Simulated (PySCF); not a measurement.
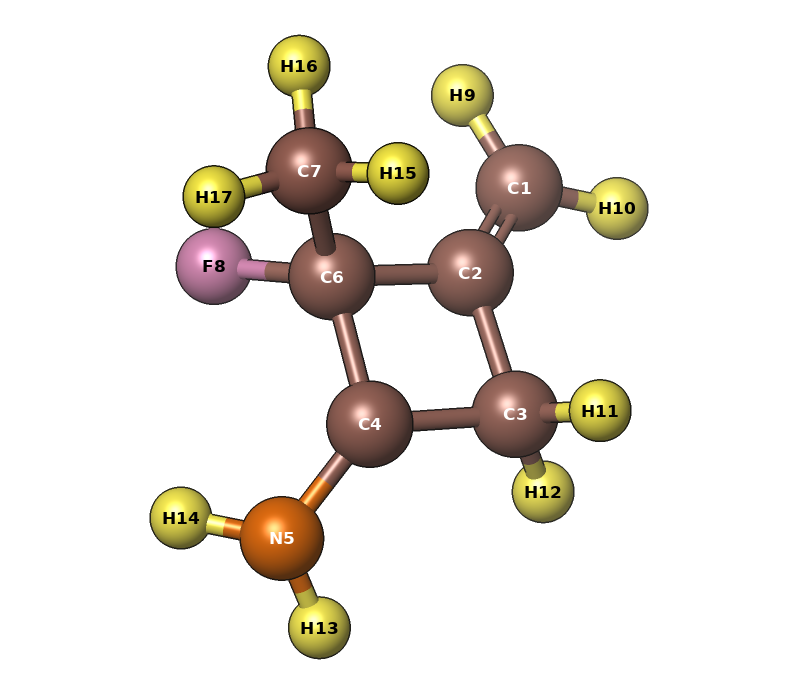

The species is neutral and a spin doublet. Computed geometry: GFN2-xTB optimisation. No frequency run is at hand to confirm it as a minimum. Properties computed with UKS B3LYP, pcH-1 on C F H N, non-relativistic (PySCF 2.14.0).

Give the isotropic hyperfine couplings (Fermi-contact term alone) of C1, C2, C3, C4, N5, C6, C7, F8, H9, H10, H11, H12, H13, H14, H15, H16, H17.

```
atom  isotope  a_iso (MHz)
  C1      13C         10.1
  C2      13C         23.3
  C3      13C         −4.6
  C4      13C        146.1
  N5      14N         37.8
  C6      13C         11.8
  C7      13C         38.9
  F8      19F        117.2
  H9       1H         −3.1
 H10       1H         −3.4
 H11       1H         89.0
 H12       1H         65.8
 H13       1H         13.4
 H14       1H         13.0
 H15       1H          4.6
 H16       1H          6.4
 H17       1H          0.2
```
